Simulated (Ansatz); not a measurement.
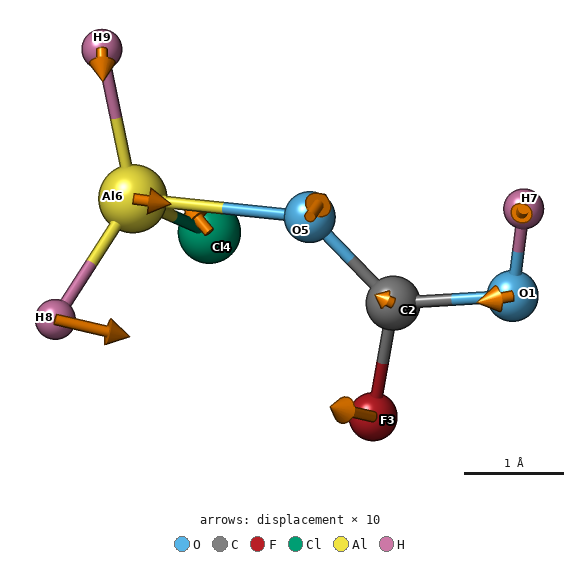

A relaxation of CH$_{3}$AlClFO$_{2}$. The starting structure is drawn; orange arrows show the displacements, magnified 10 times. The two geometries are superimposed by the best rigid fit.

The picture is a ball-and-stick view, seen at a tilt.

The start comes from PBE-D4/def2-SVP.

All numbers below come from RKS PBE0-D4/def2-TZVP in Ansatz 0.2.0. Set-up: force threshold 0.005 eV/Å; at most 150 steps.

Question: What did the optimiser do to the structure, and how much energy did it gain?

Answer: H8 moves most after the best rigid fit: 0.080 Å. By element the largest moves are H 0.080 Å, F 0.072 Å, O 0.052 Å, Cl 0.044 Å, Al 0.041 Å, C 0.022 Å. Among the contacts that change: O5–Al6 2.056 → 2.012 Å, Cl4–Al6 2.161 → 2.142 Å, C2–F3 1.307 → 1.289 Å, C2–O5 1.223 → 1.207 Å. Over 10 geometry steps the energy falls by 1.02 kcal/mol. The largest force component goes from 1.1 to 0.0039 eV/Å. Cost: 48 s on 4 threads of Arm Neoverse V2, with other jobs on the host.
